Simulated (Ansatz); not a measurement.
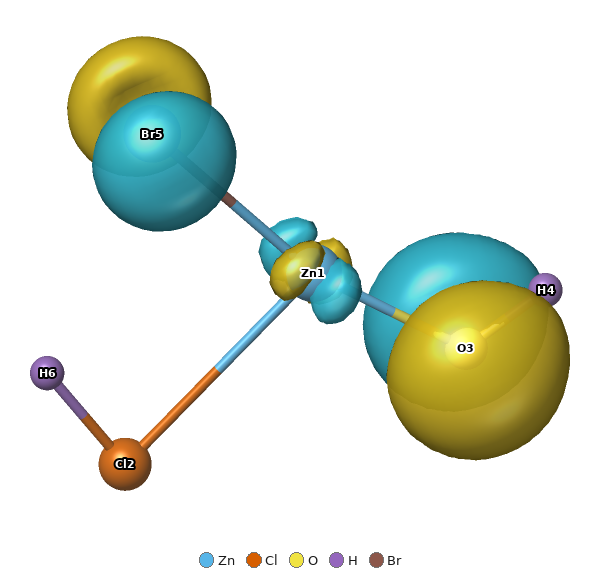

Figure 1: BrClH$_{2}$OZn. One frontier orbital at ±0.15 Å⁻³ᐟ² (yellow and cyan are the two phases), seen at a tilt.

Method: RKS PBE0-D4/def2-SVP (Ansatz 0.2.0).

Input file:

```
crystal:
  periodic: [false, false, false]
  atoms:
    - { symbol: Zn, position_ang: [-0.937659, -0.253114, -0.553216] }
    - { symbol: Cl, position_ang: [0.224849, -0.01812, 2.669759] }
    - { symbol: O, position_ang: [0.475014, -0.042629, -1.601631] }
    - { symbol: H, position_ang: [0.567698, -0.757287, -2.244188] }
    - { symbol: Br, position_ang: [-2.955627, -0.406435, 0.698177] }
    - { symbol: H, position_ang: [-1.100375, -0.161915, 2.7108] }
basis:
  gaussian: { orbitals: def2-SVP }
hamiltonian:
  xc: pbe0
  dispersion: d4
relax:
  f_tol: 0.03
  max_steps: 50
output:
  orbitals: {}
```

Run with:

```sh
ansatz run input.yaml --threads 2 --pin off --max-ram 3072MiB --backend cpu --events-out ev --progress --plain --runs-dir out
```

The fields are those of the run's last geometry, not of the input's.

Question: Which orbital is it: HOMO or LUMO?

Answer: The HOMO, at −7.70 eV. It lies mainly on O3 (about 70 %), Br5 (about 20 %) and Zn1 (about 10 %); it changes sign across the molecular plane (π type); π-antibonding (a node) across Zn1–Br5.
